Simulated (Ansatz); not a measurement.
Dissociation curve of Al2(mu-Me)2(Me)4, C6H18Al2, singlet. The C7–H26 bond (C7 also carries Al, H, H; H26 carries nothing else) is pulled apart rigidly from the PBE0/def2-SVP optimised geometry.

```
26

Al    -1.5112    -0.9883    -0.7784
Al    -3.0652    -2.0208     1.0362
C     -3.3554    -0.1871    -0.0355
H     -2.8469     0.7621    -0.2918
H     -3.8578     0.0931     0.9100
H     -4.1430    -0.3453    -0.7882
C      0.0000     0.0000     0.0000
H      0.9673    -0.4232    -0.3228
H      0.0000     1.0557    -0.3229
C     -1.7770    -1.1521    -2.7168
H     -0.9156    -1.6434    -3.2009
H     -1.8828    -0.1628    -3.1941
H     -2.6746    -1.7374    -2.9769
C     -1.5048    -3.0060    -0.0543
H     -1.4582    -3.5955     0.8813
H     -0.4291    -2.9145    -0.2980
H     -1.9583    -3.6524    -0.8215
C     -2.4502    -1.6304     2.8626
H     -2.2472    -2.5577     3.4263
H     -3.2160    -1.0798     3.4364
H     -1.5283    -1.0263     2.8928
C     -4.6799    -3.0762     0.6706
H     -4.6078    -4.0874     1.1066
H     -4.8749    -3.1992    -0.4077
H     -5.5757    -2.6073     1.1126
H      0.0000     0.0000     1.1026
```

- UKS-PBE = unrestricted PBE/def2-SVP in Ansatz (a program for electronic structure)
- UKS-PBE0 = unrestricted PBE0/def2-SVP (Ansatz)
- UKS-B3LYP = Ansatz with unrestricted B3LYP/def2-SVP
- RKS-PBE0 = restricted PBE0/def2-SVP run with Ansatz
- RKS-B3LYP = restricted B3LYP/def2-SVP (Ansatz)

Energies are in eV, each relative to the lowest point of its own curve near equilibrium.

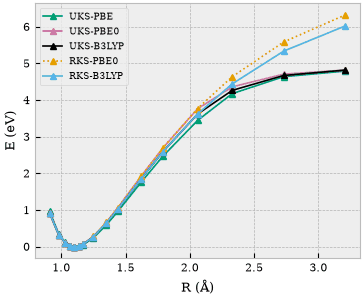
Figure. Energy against bond length for each method.

```json
[
 {"R / Å": "0.91", "UKS-PBE": "0.956", "UKS-PBE0": "0.915", "UKS-B3LYP": "0.905", "RKS-PBE0": "0.915", "RKS-B3LYP": "0.905"},
 {"R / Å": "0.98", "UKS-PBE": "0.347", "UKS-PBE0": "0.319", "UKS-B3LYP": "0.317", "RKS-PBE0": "0.319", "RKS-B3LYP": "0.317"},
 {"R / Å": "1.03", "UKS-PBE": "0.118", "UKS-PBE0": "0.101", "UKS-B3LYP": "0.101", "RKS-PBE0": "0.101", "RKS-B3LYP": "0.101"},
 {"R / Å": "1.07", "UKS-PBE": "0.026", "UKS-PBE0": "0.019", "UKS-B3LYP": "0.019", "RKS-PBE0": "0.019", "RKS-B3LYP": "0.019"},
 {"R / Å": "1.10", "UKS-PBE": "0.000", "UKS-PBE0": "0.000", "UKS-B3LYP": "0.000", "RKS-PBE0": "0.000", "RKS-B3LYP": "0.000"},
 {"R / Å": "1.14", "UKS-PBE": "0.011", "UKS-PBE0": "0.022", "UKS-B3LYP": "0.020", "RKS-PBE0": "0.022", "RKS-B3LYP": "0.020"},
 {"R / Å": "1.17", "UKS-PBE": "0.048", "UKS-PBE0": "0.067", "UKS-B3LYP": "0.063", "RKS-PBE0": "0.067", "RKS-B3LYP": "0.063"},
 {"R / Å": "1.25", "UKS-PBE": "0.235", "UKS-PBE0": "0.276", "UKS-B3LYP": "0.266", "RKS-PBE0": "0.276", "RKS-B3LYP": "0.266"},
 {"R / Å": "1.35", "UKS-PBE": "0.585", "UKS-PBE0": "0.657", "UKS-B3LYP": "0.635", "RKS-PBE0": "0.657", "RKS-B3LYP": "0.635"},
 {"R / Å": "1.44", "UKS-PBE": "0.958", "UKS-PBE0": "1.059", "UKS-B3LYP": "1.023", "RKS-PBE0": "1.059", "RKS-B3LYP": "1.023"},
 {"R / Å": "1.62", "UKS-PBE": "1.748", "UKS-PBE0": "1.911", "UKS-B3LYP": "1.843", "RKS-PBE0": "1.911", "RKS-B3LYP": "1.843"},
 {"R / Å": "1.79", "UKS-PBE": "2.462", "UKS-PBE0": "2.686", "UKS-B3LYP": "2.586", "RKS-PBE0": "2.686", "RKS-B3LYP": "2.586"},
 {"R / Å": "2.06", "UKS-PBE": "3.439", "UKS-PBE0": "3.755", "UKS-B3LYP": "3.613", "RKS-PBE0": "3.765", "RKS-B3LYP": "3.615"},
 {"R / Å": "2.33", "UKS-PBE": "4.172", "UKS-PBE0": "4.356", "UKS-B3LYP": "4.260", "RKS-PBE0": "4.633", "RKS-B3LYP": "4.438"},
 {"R / Å": "2.73", "UKS-PBE": "4.634", "UKS-PBE0": "4.702", "UKS-B3LYP": "4.666", "RKS-PBE0": "5.581", "RKS-B3LYP": "5.330"},
 {"R / Å": "3.21", "UKS-PBE": "4.788", "UKS-PBE0": "4.816", "UKS-B3LYP": "4.814", "RKS-PBE0": "6.321", "RKS-B3LYP": "6.019"}
]
```

At the longest distance, 3.21 Å, RKS-PBE0 lies highest above its minimum (6.321 eV) and UKS-PBE lowest (4.788 eV).

The unrestricted solution behind UKS-PBE changes between 2.33 and 2.73 Å, which can leave a kink. The unrestricted determinant behind UKS-PBE is spin-contaminated at 2.33 to 3.21 Å (<S²> up to 1.0, against 0.00 for a pure singlet). The unrestricted determinant behind UKS-PBE0, UKS-B3LYP is spin-contaminated at 2.06 to 3.21 Å (<S²> up to 1.0, against 0.00 for a pure singlet). The restricted form behind RKS-PBE0, RKS-B3LYP keeps the bonding electrons paired and can't separate into open-shell fragments.
